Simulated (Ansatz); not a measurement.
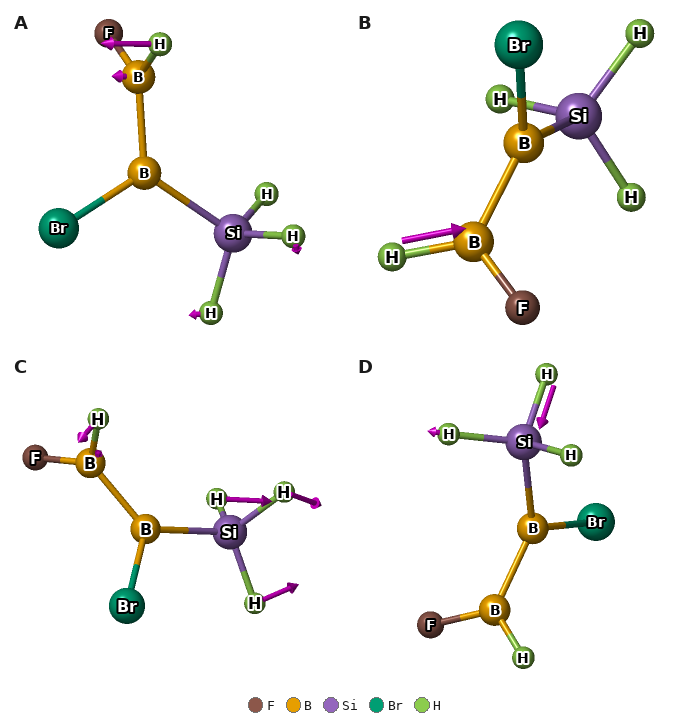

4 normal modes of one molecule or complex, as arrows. Harmonic vibrations computed with RKS PBE0-D4/def2-TZVP (Ansatz 0.2.0) at a stationary point of the same level.

Question: Match the panels to the wavenumbers 141 cm⁻¹, 869 cm⁻¹, 2233 cm⁻¹, 2563 cm⁻¹.

Answer: A: 141 cm⁻¹
B: 2563 cm⁻¹, B–H stretching
C: 869 cm⁻¹, angle bending
D: 2233 cm⁻¹, Si–H stretching
